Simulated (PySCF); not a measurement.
SMILES Cc1c[c]ccc1 (C7H7), doublet at its CAM-B3LYP/def2-SVP optimised geometry (Å):

```
14

C      0.8781     1.9710    -0.0293
C      0.1157     0.6728     0.0000
C     -1.2909     0.6728     0.0000
C     -1.9275    -0.5434     0.0019
C     -1.3182    -1.7765     0.0068
C      0.0804    -1.7663     0.0102
C      0.7786    -0.5591     0.0076
H      0.8725     2.4084    -1.0409
H      0.4319     2.7137     0.6484
H      1.9275     1.8279     0.2639
H     -1.8434     1.6168     0.0000
H     -1.8794    -2.7137     0.0108
H      0.6298    -2.7113     0.0178
H      1.8713    -0.5737     0.0135
```

Level of theory: unrestricted CAM-B3LYP/def2-TZVP in PySCF. Cells within 0.4 Å of a nucleus heavier than hydrogen are left out (blank, or x).

Map of the log10 of the electron density (e/bohr³), floored at −4 on the plane z = 0.0 Å:

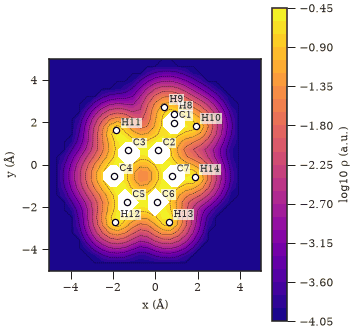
*Log10 of the electron density (e/bohr³), floored at −4 on the plane z = 0.0 Å.*
